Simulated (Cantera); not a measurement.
Input: 1 mol CO, 0.11 mol NH3, 1.7 mol N2, at 1 atm.

Cantera equilibrium calculation (NASA polynomials, part measured and part estimated; ideal gas, pure solids and liquids). Candidate condensed phases: C, C6H6, C7H8, C8H18, H2O; 169 gas species. Ions and electrons are included (thermal ionisation). Equilibrium is a limit: real reactors are often held back by kinetics, nucleation or transport.

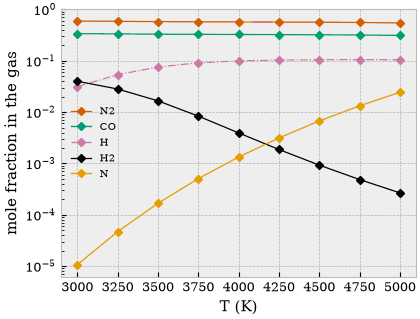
Equilibrium gas composition (values under 1e-9 drawn at 1e-9)

From 3000 K to 5000 K nothing is condensed. The main C-bearing gas is CO throughout.
